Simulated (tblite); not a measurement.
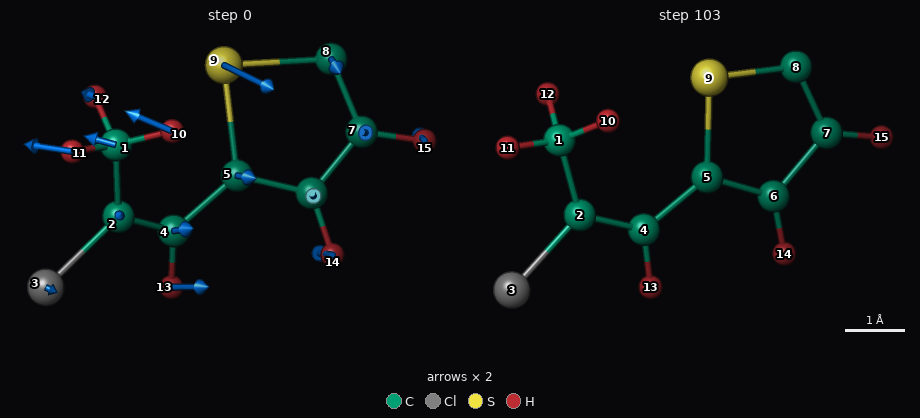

The structure of C7H6ClS (multiplicity 2) before (left) and after (right) a relaxation, at one scale. The blue arrows give the displacements, 2 times their true length.

A ball-and-stick model, seen at a tilt.

Computed with tblite, GFN2-xTB geometry optimisation, gas phase. 

**What changed between the two?**

S9 moves most after the best rigid fit: 0.79 Å. By element the largest moves are S 0.79 Å, H 0.57 Å, C 0.30 Å, Cl 0.12 Å. Some distances before and after: C8–S9 1.875 → 1.695 Å, C5–S9 1.895 → 1.756 Å, C6–C7 1.361 → 1.416 Å, C5–C6 1.339 → 1.376 Å. Bond angles that change, for instance: C6–C7–C8 117.0° → 110.2°, C5–C4–H13 120.0° → 113.7°, C2–C4–C5 121.8° → 127.7°. Groups turn about C4–C5 by about 30°. Over 103 geometry steps the energy falls by 0.830 eV. Cost: 0.91 s on 1 thread of Arm Neoverse V1, with other jobs on the host.
